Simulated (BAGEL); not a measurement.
**RI-MP2/aug-cc-pVDZ (density fitting with qzvpp-jkfit) run of Si2H6 (disilane)**

Aim: the energy change on altering one bond length of Si2H6 (disilane) at RI-MP2/aug-cc-pVDZ (density fitting with qzvpp-jkfit), from 2 runs. 

The calculation is run with BAGEL 1.2.2.

1 further run of the same task is left out (set aside as unsound or not needed). Runs told in other sessions of the task aren't counted.

### 1 Starting point

The species is Si2H6 (8 atoms), meant as a singlet with charge 0. SMILES: `[SiH3][SiH3]`. The shape is that of a PBE0-D4/def2-TZVP optimisation.

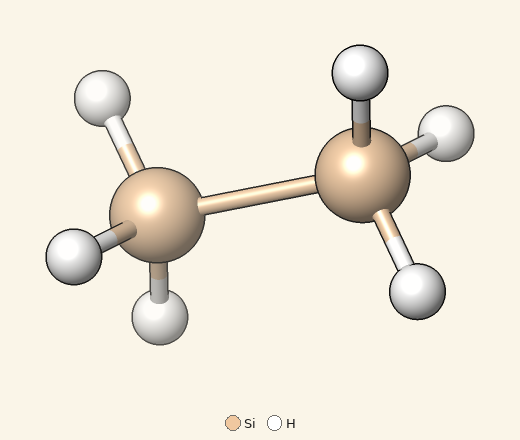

Viewed from a chosen angle; silicon light orange, hydrogen white.

### 2 The energy at RI-MP2/aug-cc-pVDZ (density fitting with qzvpp-jkfit)

Contents of input.json:

```json
{ "bagel": [

{
  "title": "molecule",
  "basis": "aug-cc-pvdz.json",
  "df_basis": "qzvpp-jkfit",
  "angstrom": true,
  "geometry": [
    { "atom": "Si", "xyz": [   -0.340500,    0.490200,   -1.004900 ] },
    { "atom": "Si", "xyz": [    0.363500,   -0.504400,    0.991000 ] },
    { "atom": "H", "xyz": [    0.833900,    0.948200,   -1.794900 ] },
    { "atom": "H", "xyz": [   -1.112900,   -0.483900,   -1.821900 ] },
    { "atom": "H", "xyz": [   -1.208000,    1.664100,   -0.717900 ] },
    { "atom": "H", "xyz": [    1.139000,    0.468600,    1.806300 ] },
    { "atom": "H", "xyz": [    1.228100,   -1.680500,    0.704000 ] },
    { "atom": "H", "xyz": [   -0.811000,   -0.959200,    1.782600 ] }
  ]
},
{
  "title": "hf"
},
{
  "title": "mp2",
  "ncore": 10
}

]}
```

The basis set aug-cc-pVDZ is read from a file made from the Basis Set Exchange's data (not shown).

Started as:

```sh
$ BAGEL_NUM_THREADS=1 BAGEL input.json > input.out
```

What it wrote:

```text
* using 1 threads per process

  ===============================================================
  ===============================================================

  *** Geometry ***

  { "atom" : "Si", "xyz" : [     -0.643452,      0.926344,     -1.898986 ] },
  { "atom" : "Si", "xyz" : [      0.686915,     -0.953178,      1.872719 ] },
  { "atom" : "H", "xyz" : [      1.575843,      1.791838,     -3.391869 ] },
  { "atom" : "H", "xyz" : [     -2.103076,     -0.914438,     -3.442892 ] },
  { "atom" : "H", "xyz" : [     -2.282789,      3.144693,     -1.356634 ] },
  { "atom" : "H", "xyz" : [      2.152398,      0.885526,      3.413412 ] },
  { "atom" : "H", "xyz" : [      2.320773,     -3.175685,      1.330367 ] },
  { "atom" : "H", "xyz" : [     -1.532568,     -1.812625,      3.368626 ] },

  Number of auxiliary basis functions:      364

  Since a DF basis is specified, we compute 2- and 3-index integrals:
    o Being stored without compression. Storage requirement is 0.034 GB

  Number of basis functions:      108
  Number of electrons      :       34

    * METHOD: MOLECULE                             0.48

  *** RHF ***

  === Nuclear Repulsion ===
    90.7730811600

      * DIIS with orbital gradients will be used.

  === RHF iteration (aug-cc-pvdz.json) ===
      0       -581.28307303          0.00871436           0.26
      1       -581.33493131          0.00263856           0.14
      2       -581.34026101          0.00066144           0.13
      3       -581.34055386          0.00009794           0.13
      4       -581.34056252          0.00001628           0.13
      5       -581.34056275          0.00000170           0.15
      6       -581.34056275          0.00000036           0.15
      7       -581.34056275          0.00000003           0.20
      8       -581.34056275          0.00000001           0.14
    * SCF iteration converged.

    * Permanent dipole moment:
           (    0.000050,    -0.000054,    -0.000058) a.u.

    * METHOD: HF                                   1.91

  *** RHF ***

  === Nuclear Repulsion ===
    90.7730811600

      * DIIS with orbital gradients will be used.

  === RHF iteration (aug-cc-pvdz.json) ===
      0       -581.34056275          0.00000000           0.13
    * SCF iteration converged.

    * Permanent dipole moment:
           (    0.000050,    -0.000054,    -0.000058) a.u.

  === DF-MP2 calculation ===

    * freezing 10 orbitals
    * 3-index integral transformation done
    * assembly done

      MP2 correlation energy:   -0.2233655458      0.07

      MP2 total energy:       -581.5639282997

    * METHOD: MP2                                  0.38

  ===============================================================
```

Run time: 3.6 s. Hardware: 1 thread of AMD EPYC, shared host; peak memory 0.11 GiB.

### 3 The distorted shape

Contents of mp2.json:

```json
{ "bagel" : [

{
  "title" : "molecule",
  "basis" : "aug-cc-pvdz.json",
  "df_basis" : "qzvpp-jkfit",
  "angstrom" : true,
  "geometry" : [
    { "atom" : "Si", "xyz" : [      -0.080242,       0.138019,      -1.091003 ] },
    { "atom" : "Si", "xyz" : [       0.623758,      -0.856581,       0.904897 ] },
    { "atom" : "H", "xyz" : [       1.094158,       0.596019,      -1.881003 ] },
    { "atom" : "H", "xyz" : [      -0.852642,      -0.836081,      -1.908003 ] },
    { "atom" : "H", "xyz" : [      -1.208000,       1.664100,      -0.717900 ] },
    { "atom" : "H", "xyz" : [       1.399258,       0.116419,       1.720197 ] },
    { "atom" : "H", "xyz" : [       1.488358,      -2.032681,       0.617897 ] },
    { "atom" : "H", "xyz" : [      -0.550742,      -1.311381,       1.696497 ] }
  ]
},

{
  "title" : "hf"
},

{
  "title" : "mp2",
  "ncore" : 10
}

]}
```

The basis set aug-cc-pVDZ is read from a file made from the Basis Set Exchange's data (not shown).

Started as:

```sh
$ BAGEL_NUM_THREADS=1 BAGEL mp2.json > mp2.out
```

What it wrote:

```text
* using 1 threads per process

  ===============================================================
  ===============================================================

  *** Geometry ***

  { "atom" : "Si", "xyz" : [     -0.151635,      0.260818,     -2.061697 ] },
  { "atom" : "Si", "xyz" : [      1.178732,     -1.618703,      1.710008 ] },
  { "atom" : "H", "xyz" : [      2.067659,      1.126313,     -3.554581 ] },
  { "atom" : "H", "xyz" : [     -1.611260,     -1.579964,     -3.605603 ] },
  { "atom" : "H", "xyz" : [     -2.282789,      3.144693,     -1.356634 ] },
  { "atom" : "H", "xyz" : [      2.644214,      0.220000,      3.250701 ] },
  { "atom" : "H", "xyz" : [      2.812589,     -3.841210,      1.167656 ] },
  { "atom" : "H", "xyz" : [     -1.040752,     -2.478151,      3.205915 ] },

  Number of auxiliary basis functions:      364

  Since a DF basis is specified, we compute 2- and 3-index integrals:
    o Being stored without compression. Storage requirement is 0.034 GB

  Number of basis functions:      108
  Number of electrons      :       34

    * METHOD: MOLECULE                             0.49

  *** RHF ***

  === Nuclear Repulsion ===
    89.3137342268

      * DIIS with orbital gradients will be used.

  === RHF iteration (aug-cc-pvdz.json) ===
      0       -581.24208326          0.00877308           0.20
      1       -581.29594364          0.00265172           0.14
      2       -581.30141656          0.00075852           0.14
      3       -581.30183422          0.00009737           0.15
      4       -581.30184272          0.00001647           0.14
      5       -581.30184299          0.00000240           0.13
      6       -581.30184299          0.00000045           0.12
      7       -581.30184299          0.00000016           0.11
      8       -581.30184299          0.00000003           0.11
      9       -581.30184299          0.00000001           0.14
     10       -581.30184299          0.00000000           0.12
    * SCF iteration converged.

    * Permanent dipole moment:
           (   -0.206887,     0.280996,     0.015486) a.u.

    * METHOD: HF                                   1.92

  *** RHF ***

  === Nuclear Repulsion ===
    89.3137342268

      * DIIS with orbital gradients will be used.

  === RHF iteration (aug-cc-pvdz.json) ===
      0       -581.30184299          0.00000000           0.10
    * SCF iteration converged.

    * Permanent dipole moment:
           (   -0.206887,     0.280996,     0.015486) a.u.

  === DF-MP2 calculation ===

    * freezing 10 orbitals
    * 3-index integral transformation done
    * assembly done

      MP2 correlation energy:   -0.2252950573      0.05

      MP2 total energy:       -581.5271380496

    * METHOD: MP2                                  0.29

  ===============================================================
```

It took 3.3 s on 1 thread of AMD EPYC, shared host; peak memory 0.11 GiB.

### 4 Results

Level: RI-MP2/aug-cc-pVDZ (density fitting with qzvpp-jkfit), 10 core orbitals frozen.

| quantity | value |
| --- | --- |
| first shape: total energy | -581.56393 Eh |
| first shape: correlation energy (10 core orbitals frozen) | -223.4 mEh |
| distorted shape: total energy | -581.52714 Eh |
| distorted shape: correlation energy (10 core orbitals frozen) | -225.3 mEh |
| energy change with the Si1–H5 bond stretched from 1.488 to 1.934 Å | 1.001 eV |

What this shows: With the Si1–H5 bond stretched from 1.488 to 1.934 Å the energy rises by 1.00 eV (23 kcal/mol). The first shape isn't relaxed at this level, so the change isn't measured from a minimum.
